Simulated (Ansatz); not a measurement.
C4H8Ge: several calculations on one system

### Relaxation

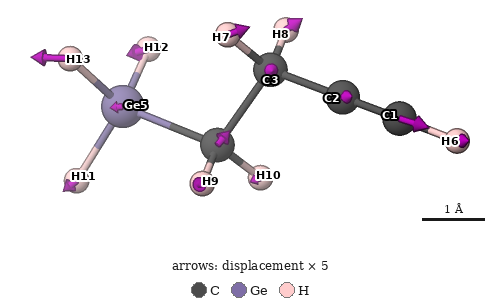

This is a relaxation of C4H8Ge. The starting structure is drawn; purple arrows show the displacements, magnified 5 times. The two geometries are superimposed by the best rigid fit.

A ball-and-stick model, seen at a tilt.

The run prepares an end point of a later path (torsion) calculation, from a guessed geometry.

Theory: Ansatz, RKS B3LYP/def2-SVP.

Input
```yaml
crystal:
  periodic: [false, false, false]
  atoms:
    - { symbol: C, position_ang: [-1.6532, 2.2573, 1.3633] }
    - { symbol: C, position_ang: [-1.1506, 1.2668, 1.0688] }
    - { symbol: C, position_ang: [-0.5049, 0.0144, 0.7136] }
    - { symbol: C, position_ang: [0.3686, 0.171, -0.5872] }
    - { symbol: Ge, position_ang: [1.1908, -1.5194, -1.0509] }
    - { symbol: H, position_ang: [-2.1887, 3.2246, 1.5973] }
    - { symbol: H, position_ang: [0.2552, -0.2499, 1.5518] }
    - { symbol: H, position_ang: [-1.1968, -0.7714, 0.6249] }
    - { symbol: H, position_ang: [1.0667, 0.975, -0.4492] }
    - { symbol: H, position_ang: [-0.4005, 0.4224, -1.3852] }
    - { symbol: H, position_ang: [1.9503, -1.3402, -2.3453] }
    - { symbol: H, position_ang: [0.1511, -2.6275, -1.1687] }
    - { symbol: H, position_ang: [2.1325, -1.8579, 0.0816] }
basis:
  gaussian: { orbitals: def2-SVP }
hamiltonian:
  xc: b3lyp
relax:
  f_tol: 0.015
  max_steps: 40
output:
  orbitals: {}
```

Launched with:
```bash
ansatz run input.yaml --threads 2 --pin off --max-ram 3072MiB --backend cpu --events-out ev --progress --plain --runs-dir out
```

**What happened in the run?**

The energy falls by 56.1 kJ/mol in 5 accepted moves (6 points after the start). Largest force component: 8.6 eV/Å at the start, 0.009 eV/Å at the end. The line search rejected the trial step at point 3 of the run. The atom that moves furthest after the best rigid fit is H13 (0.14 Å). By element the largest moves are H 0.14 Å, C 0.11 Å, Ge 0.04 Å. Some distances before and after: C1–C2 1.149 → 1.212 Å, C3–H7 1.162 → 1.105 Å, C1–H6 1.130 → 1.074 Å, C3–H8 1.051 → 1.105 Å. Among the angles between lasting bonds that change: C3–C4–H10 103.1° → 110.0°, Ge5–C4–H9 114.1° → 108.0°, C4–C3–H7 104.8° → 110.1°. The run took 35 s on 2 threads of Arm Neoverse V1, on a shared host, peak memory 0.33 GiB.

### Relaxation

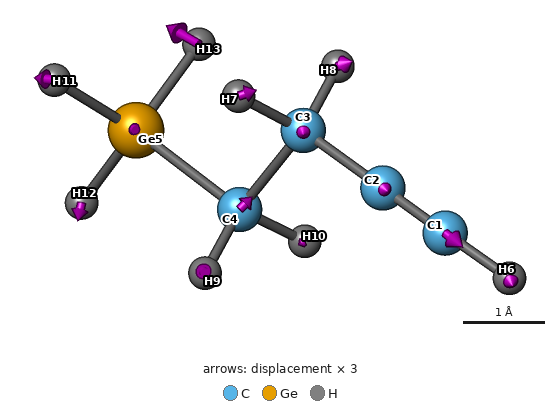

This is a relaxation of C4H8Ge. The starting structure is drawn; purple arrows show the displacements, magnified 3 times. The two geometries are superimposed by the best rigid fit.

Style: ball-and-stick. Shown from a free direction.

The run prepares an end point of a later path (torsion) calculation, from a guessed geometry.

These are results of Ansatz, RKS B3LYP/def2-SVP, not measurements. (no spin polarisation; force threshold 0.015 eV/Å; at most 40 steps)

**Which element moves most?**

Hydrogen: up to 0.20 Å, against 0.11 Å for carbon.

**What happened in the run?**

The energy falls by 55.1 kJ/mol in 7 geometry steps. The largest force component goes from 8.6 to 0.0034 eV/Å. H13 moves most after the best rigid fit: 0.20 Å. By element the largest moves are H 0.20 Å, C 0.11 Å, Ge 0.04 Å. Near-neighbour distances that change, for instance: C1–C2 1.149 → 1.212 Å, C3–H7 1.162 → 1.105 Å, C1–H6 1.130 → 1.074 Å, C3–H8 1.051 → 1.105 Å. Bond angles that change, for instance: C3–C4–H10 103.1° → 110.0°, Ge5–C4–H9 114.1° → 108.1°, C4–C3–H7 104.8° → 110.1°.

### Path

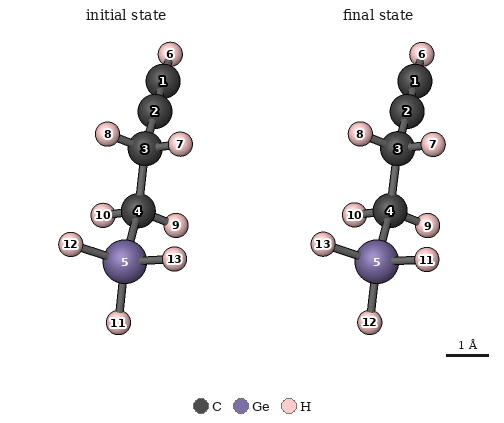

The two relaxed end points of a path for C$_{4}$H$_{8}$Ge. A ball-and-stick model, seen from a free direction.

Method: Ansatz 0.2.0, RKS B3LYP/def2-SVP.

Run with 7 movable images; climbing image; force threshold 0.03 eV/Å; iteration limit 52.

Start:
```xyz
13

C    -1.7181    2.3447    1.3804
C    -1.1652    1.3024    1.1037
C    -0.4881    0.0524    0.7497
C     0.3083    0.1410   -0.5679
Ge    1.2279   -1.5388   -1.0643
H    -2.2100    3.2655    1.6306
H     0.1828   -0.2343    1.5794
H    -1.2420   -0.7527    0.6835
H     1.0670    0.9371   -0.4980
H    -0.3626    0.4197   -1.3965
H     1.9908   -1.3490   -2.3920
H     0.1988   -2.6791   -1.2333
H     2.2308   -1.9437    0.0395
```

End:
```xyz
13

C    -1.7126    2.3464    1.3818
C    -0.9997    1.3934    1.1536
C    -0.1424    0.2445    0.8522
C    -0.0025   -0.0316   -0.6587
Ge    1.1437   -1.5853   -1.0895
H    -2.3435    3.1899    1.5889
H     0.8530    0.4167    1.2997
H    -0.5498   -0.6459    1.3642
H     0.4156    0.8526   -1.1663
H    -0.9955   -0.2073   -1.1030
H     2.5715   -1.3636   -0.5414
H     1.2166   -1.7775   -2.6188
H     0.5661   -2.8671   -0.4480
```

Question: What barrier does the band find between them, and by what path?

Answer: The barrier is about 4.57 kJ/mol in both directions, with image 4 at the top; the ends have the same energy. The motion is a rotation about the C4–Ge5 bond by about 120°. No bond forms or breaks between the ends. The band converged in 8 iterations, with a climbing image at the top. At the top, the vibrational analysis gives one imaginary mode (110i cm⁻¹), as a transition state must have.

Energies of the converged images:

```json
{"image": "0", "path (Å)": "0.00", "E (kJ/mol)": "0.00"}
{"image": "1", "path (Å)": "0.52", "E (kJ/mol)": "0.64"}
{"image": "2", "path (Å)": "1.05", "E (kJ/mol)": "2.24"}
{"image": "3", "path (Å)": "1.57", "E (kJ/mol)": "3.88"}
{"image": "4", "path (Å)": "2.10", "E (kJ/mol)": "4.57"}
{"image": "5", "path (Å)": "2.62", "E (kJ/mol)": "3.89"}
{"image": "6", "path (Å)": "3.15", "E (kJ/mol)": "2.26"}
{"image": "7", "path (Å)": "3.67", "E (kJ/mol)": "0.65"}
{"image": "8", "path (Å)": "4.20", "E (kJ/mol)": "0.00"}
```

The geometry at the top of the path:

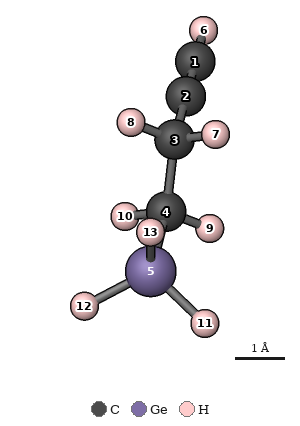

The run took 4.4 min on 2 threads of Arm Neoverse V1, with other jobs on the host, peak memory 0.36 GiB.
